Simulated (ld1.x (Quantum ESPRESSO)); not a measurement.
# F, TM: a sweep of the scale of all radii, part 2 of 2

One potential is built and tested. Then the scale of all radii is changed, to learn what it costs or gains.

ld1.x (Quantum ESPRESSO) 7.5; first potential PBE, scalar-relativistic. The steps go on from the part before.

## (5) Plane-wave convergence, by spherical Bessel functions

This step uses the generator's waves and projectors in a separate script. Basis: spherical Bessel functions vanishing at 20 bohr, q² up to the cutoff; potential fixed at the reference.

All-electron valence levels (Ry): 2s -2.1976, 2p -0.8167. The lowest levels of each channel (Ry) by cutoff; the last column sums, over occupied levels, occupation times the distance from the level at 400 Ry. A positive value at high cutoff is not a bound level.

| cutoff (Ry) | s #1 | p #1 | d #1 | f #1 | Σ f·Δε (mRy) |
| --- | --- | --- | --- | --- | --- |
| 8 | -1.9006 | -0.0118 | 0.0806 | 0.1213 | 4618.6 |
| 15 | -1.9748 | -0.1453 | 0.0806 | 0.1213 | 3802.6 |
| 25 | -1.9890 | -0.3878 | 0.0806 | 0.1213 | 2561.4 |
| 40 | -2.0739 | -0.6679 | 0.0806 | 0.1213 | 991.5 |
| 55 | -2.1393 | -0.7869 | 0.0806 | 0.1213 | 265.4 |
| 80 | -2.1828 | -0.8160 | 0.0806 | 0.1213 | 33.1 |
| 110 | -2.1930 | -0.8164 | 0.0806 | 0.1213 | 10.8 |
| 120 | -2.1932 | -0.8165 | 0.0806 | 0.1213 | 9.8 |
| 160 | -2.1939 | -0.8167 | 0.0806 | 0.1213 | 7.5 |
| 230 | -2.1969 | -0.8167 | 0.0806 | 0.1213 | 1.3 |
| 260 | -2.1974 | -0.8167 | 0.0806 | 0.1213 | 0.4 |
| 350 | -2.1975 | -0.8167 | 0.0806 | 0.1213 | 0.1 |
| 400 | -2.1976 | -0.8167 | 0.0806 | 0.1213 | 0.0 |

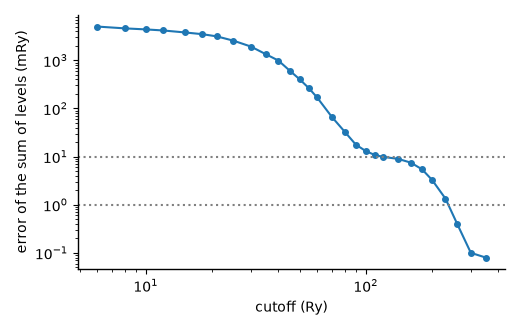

Occupation-weighted error of the valence levels against the cutoff; the dotted lines mark 10 and 1 mRy.

The sum stays within 10 mRy from 120 Ry and within 1 mRy from 260 Ry. The sum leaves out empty levels, which can need more. Ghost test: no level below the all-electron spectrum of its channel (s, p, d, f tested).

## (6) Now with scale of all radii = 0.75

The input, F.in:

```
 &input
   title='F', zed=9., rel=1, dft='PBE', iswitch=3,
   config='[He] 2s2 2p5',
   nld=2, rlderiv=1.10, eminld=-4.0, emaxld=5.0, deld=0.02
 /
 &inputp
   pseudotype=2, tm=.true., lloc=-1, rcloc=0.64,
   nlcc=.false.,
   file_pseudopw='F.UPF', file_wfcaegen='ae.wfc', file_wfcncgen='nc.wfc', file_beta='beta', file_chi='chi'
 /
2
2S  1  0   2.00   0.00  0.52  0.52  0.0
2P  2  1   5.00   0.00  1.02  1.02  0.0
 &test
   configts(1)='2s2 2p5'
 /
```

Run with:

```console
$ ld1.x < F.in > F.out
```

The output, F.out (without the banner and most projector matrices):

```text
     Program LD1 v.7.5
     [... all-electron run as in step 2 ...]


     --------------------- Generating NC pseudopotential ---------------------

      Generating local potential from pseudized AE potential:
      Matching radius rcloc =   0.6400

      Local pseudo, rcloc= 0.639 Estimated cut-off energy=    58.75 Ry

      Wfc   2S  rcut= 0.523  Using Troullier-Martins method

      Wfc   2P  rcut= 1.028  Using Troullier-Martins method

     ------------------- End of pseudopotential generation -------------------

     [... all-electron run as in step 2 ...]


     Computing logarithmic derivative in   1.10136
     Computing logarithmic derivative in   1.10136
     Computing the partial wave expansion
     R is outside the sphere for l=    0 j= 0.00
     R is outside the sphere for l=    1 j= 0.00

     ---------------------- Testing the pseudopotential ----------------------

     F
     scalar relativistic calculation

     atomic number is  9.00   valence charge is  7.00
     dft =PBE   lsd =0 sic =0 latt =0  beta=0.20 tr2=1.0E-14
     mesh =1105 r(mesh) =  99.76081 xmin = -7.00 dx = 0.01250

     n l     nl             e AE (Ry)        e PS (Ry)    De AE-PS (Ry)
     1 0     2S   1( 2.00)       -2.19758       -2.19755       -0.00003
     2 1     2P   1( 5.00)       -0.81670       -0.81671        0.00002

     eps = 4.8E-15  iter =  6

     Etot =    -199.489330 Ry,     -99.744665 Ha,   -2714.190601 eV
     Etotps =   -48.086543 Ry,     -24.043272 Ha,    -654.250753 eV

     Ekin =      35.317459 Ry,      17.658729 Ha,     480.518504 eV
     Encl =    -116.962408 Ry,     -58.481204 Ha,   -1591.354631 eV
     Ehrt =      42.266171 Ry,      21.133086 Ha,     575.060556 eV
     Ecxc =      -8.979836 Ry,      -4.489918 Ha,    -122.176896 eV
     Epseu=       0.272071 Ry,       0.136036 Ha,       3.701715 eV

     ---------------------- End of pseudopotential test ----------------------
```

It took 1.6 s on 1 thread, shared host. This counts the later configuration tests of the new file too.

The test run was repeated on this file; only its results are given.

The tests as a table, with energies relative to 2s2 2p5.

```csv
valence configuration,charge,ΔE all-electron (eV),error AE − PS (meV)
2s2 2p4,+1,19.390,+3.1
2s2 2p3,+2,57.775,+47
2s2 2p2,+3,118.413,+239
2s2 2p1,+4,204.215,+812
2s1 2p5,+1,38.493,+2.7
2s2 2p5.3,-0.3,-2.670,+0.4
2s1 2p6,0,18.814,+23
```

With this change the loose cutoff goes from 120 Ry to 260 Ry, the largest test error goes from +1987 to +812 meV and there is no bound ghost.

## (7) Variant: scale of all radii = 1.38

The input, F.in:

```
 &input
   title='F', zed=9., rel=1, dft='PBE', iswitch=3,
   config='[He] 2s2 2p5',
   nld=2, rlderiv=2.05, eminld=-4.0, emaxld=5.0, deld=0.02
 /
 &inputp
   pseudotype=2, tm=.true., lloc=-1, rcloc=1.18,
   nlcc=.false.,
   file_pseudopw='F.UPF', file_wfcaegen='ae.wfc', file_wfcncgen='nc.wfc', file_beta='beta', file_chi='chi'
 /
2
2S  1  0   2.00   0.00  0.96  0.96  0.0
2P  2  1   5.00   0.00  1.86  1.86  0.0
 &test
   configts(1)='2s2 2p5'
 /
```

Run with:

```console
$ ld1.x < F.in > F.out
```

Output in F.out (without the banner and most projector matrices):

```text
     Program LD1 v.7.5
     [... all-electron run as in step 2 ...]


     --------------------- Generating NC pseudopotential ---------------------

      Generating local potential from pseudized AE potential:
      Matching radius rcloc =   1.1800

      Local pseudo, rcloc= 1.195 Estimated cut-off energy=    17.37 Ry

      Wfc   2S  rcut= 0.954  Using Troullier-Martins method

      Wfc   2P  rcut= 1.873  Using Troullier-Martins method

     ------------------- End of pseudopotential generation -------------------

     [... all-electron run as in step 2 ...]


     Computing logarithmic derivative in   2.05761
     Computing logarithmic derivative in   2.05761
     Computing the partial wave expansion
     R is outside the sphere for l=    0 j= 0.00
     R is outside the sphere for l=    1 j= 0.00

     ---------------------- Testing the pseudopotential ----------------------

     F
     scalar relativistic calculation

     atomic number is  9.00   valence charge is  7.00
     dft =PBE   lsd =0 sic =0 latt =0  beta=0.20 tr2=1.0E-14
     mesh =1105 r(mesh) =  99.76081 xmin = -7.00 dx = 0.01250

     n l     nl             e AE (Ry)        e PS (Ry)    De AE-PS (Ry)
     1 0     2S   1( 2.00)       -2.19758       -2.19762        0.00004
     2 1     2P   1( 5.00)       -0.81670       -0.81670        0.00000

     eps = 7.3E-15  iter =  6

     Etot =    -199.489330 Ry,     -99.744665 Ha,   -2714.190601 eV
     Etotps =   -46.581737 Ry,     -23.290868 Ha,    -633.776817 eV

     Ekin =      28.741062 Ry,      14.370531 Ha,     391.042064 eV
     Encl =     -99.425740 Ry,     -49.712870 Ha,   -1352.756107 eV
     Ehrt =      40.675943 Ry,      20.337972 Ha,     553.424403 eV
     Ecxc =      -8.715863 Ry,      -4.357931 Ha,    -118.585357 eV
     Epseu=      -7.857139 Ry,      -3.928569 Ha,    -106.901819 eV

     ---------------------- End of pseudopotential test ----------------------
```

Run time: 1.6 s. Hardware: 1 thread, shared host. (Generation and the later configuration tests together.)

The new file went through the configuration test as well (its log is not shown).

Excitation and ionisation energies from 2s2 2p5, with the error of the potential. A star marks tests that logged a warning.

| valence configuration | charge | ΔE all-electron (eV) | error AE − PS (meV) |
| --- | --- | --- | --- |
| 2s2 2p4 | +1 | 19.390 | +71 |
| 2s2 2p3 | +2 | 57.775 | +616 |
| 2s2 2p2 * | +3 | 118.413 | +2394 |
| 2s2 2p1 | +4 | 204.215 | +6475 |
| 2s1 2p5 | +1 | 38.493 | -198 |
| 2s2 2p5.3 | -0.3 | -2.670 | +1.2 |
| 2s1 2p6 | 0 | 18.814 | +2.4 |

Against the first potential, the loose cutoff goes from 120 Ry to 70 Ry, the largest test error goes from +1987 to +6475 meV and there is no bound ghost.

## (8) Comparison

What follows sums up all 2 parts.

Cutoffs, loose and tight: the cutoffs (Ry, on a coarse ladder) from which the occupation-weighted sum of valence levels, in a spherical-Bessel basis at the reference potential, stays within 10 and 1 mRy of its value at 400 Ry; empty and scattering waves don't count. The number of plane waves in a given cell goes as the cutoff to the power 3/2; it is given for the loose cutoff, relative to the first potential. Test errors are all-electron less pseudo. The phase difference is the largest within 1 Ry of zero, over the channels with partial waves. The table holds 6 more runs of the series, not printed above.

| scale of all radii | outcome | cutoff, loose | cutoff, tight | plane waves, relative | bound ghosts | largest test error (meV) | phase difference near zero (rad) |
| --- | --- | --- | --- | --- | --- | --- | --- |
| 0.75 | generated | 260 Ry | over 300 Ry | 3.19 | none | +812 | 0.002 |
| 0.84 | generated | 200 Ry | 260 Ry | 2.15 | none | +1039 | 0.002 |
| 0.92 | generated | 140 Ry | 260 Ry | 1.26 | none | +1351 | 0.002 |
| 1 (first) | generated | 120 Ry | 260 Ry | 1.00 | none | +1987 | 0.004 |
| 1 | generated | 120 Ry | 260 Ry | 1.00 | none | +1984 | 0.004 |
| 1.11 | generated | 110 Ry | 230 Ry | 0.88 | none | +2926 | 0.006 |
| 1.21 | generated | 100 Ry | 200 Ry | 0.76 | none | +4231 | 0.009 |
| 1.32 | generated | 80 Ry | 180 Ry | 0.54 | none | +5518 | 0.013 |
| 1.38 | generated | 70 Ry | 160 Ry | 0.45 | none | +6475 | 0.017 |

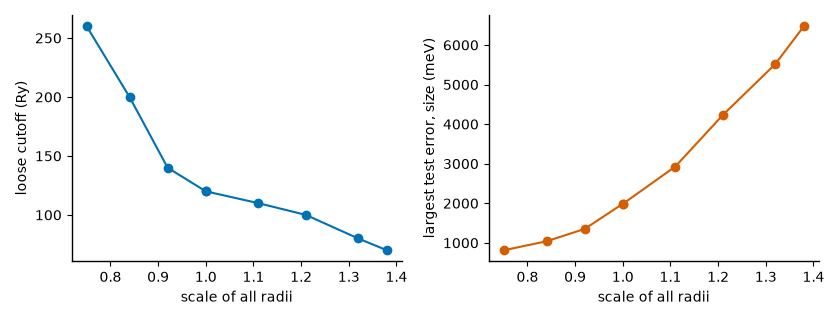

The series at a glance.

As the scale of all radii grows from 0.75 to 1.38, the loose cutoff falls from 260 Ry to 70 Ry. As the scale of all radii grows from 0.75 to 1.38, the largest test error rises from 812 meV to 6475 meV. Softness is bought with transferability here. The hardest needs about 7.2 times the plane waves of the softest.

The first potential by itself. By total energies transferability is poor: the largest error is 1987 meV on 204.2 eV, for 2s2 2p1. That test lies far up in energy; among those under 40 eV, nearer to bonding, the largest error is 45 meV. Freezing the core alone would shift it much less, so the error comes from the pseudisation. The potential is hard: the looser tolerance needs 120 Ry. The slowest occupied level is 2s: taken alone it needs 230 Ry to come within 1 mRy, against 80 Ry for 2p. It is free of bound ghosts as far as tested.
